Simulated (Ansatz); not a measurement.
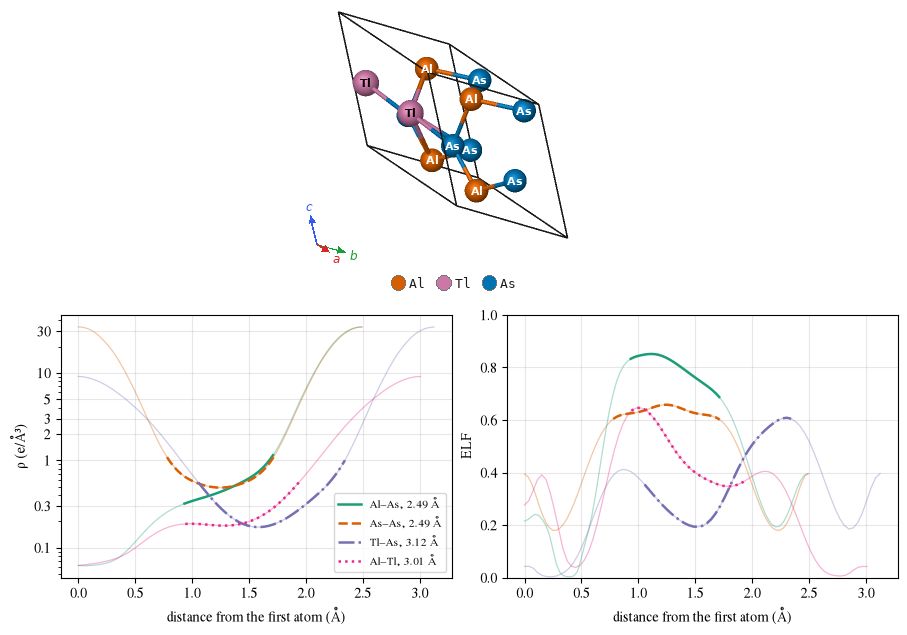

*Al$_{2}$TlAs$_{3}$. Valence electron density and electron localisation function along straight lines between neighbouring atoms. Thin, pale parts lie inside the atomic spheres. The structure is drawn too.*

Space group P1; a structure from a database of computed crystals, not necessarily the ambient phase; started from the Ca2ZnGa3-8 prototype, which need not be the ambient phase; changed on purpose from its base cell (shaken).

All numbers below come from Ansatz, DFT, PBEsol, plane waves, PAW.

The density is the valence pseudo-density of a PAW calculation; it isn't the true density close to the nuclei.

```xyz
12
Lattice="10.5326 -5.3937 0.7800 4.9790 2.1418 0.5522 -4.4598 0.3891 4.7710" Properties=species:S:1:pos:R:3 pbc="T T T"
Al    2.3692   -0.6687    4.6138
Al    3.8961   -0.0424    0.8023
Tl   -1.3412    0.0890    2.5160
As    6.0060   -0.2592    2.1043
As    4.9016    0.0806    5.0965
As    1.7669   -0.0946    2.1474
Al    7.6410   -3.3644    4.9889
Al    9.1620   -2.7467    1.1821
Tl    3.9213   -2.6056    2.9051
As   11.2755   -2.9600    2.4779
As   10.1723   -2.6233    5.4723
As    7.0313   -2.7946    2.5253
```

Compare the contacts.

Answer. Al–As (2.49 Å): ρ is about 0.43 e/Å³ halfway; the ELF peaks at about 0.85 between the atoms.
As–As (2.49 Å): the density is about 0.49 e/Å³ at the midpoint; the ELF peaks at about 0.65 between the atoms.
Tl–As (3.12 Å): ρ at the midpoint is about 0.17 e/Å³; the ELF is about 0.20 at the midpoint.
Al–Tl (3.01 Å): ρ at the midpoint is about 0.2 e/Å³, with its minimum of 0.18 e/Å³ about 1.3 Å from Al; the ELF is about 0.40 at the midpoint.
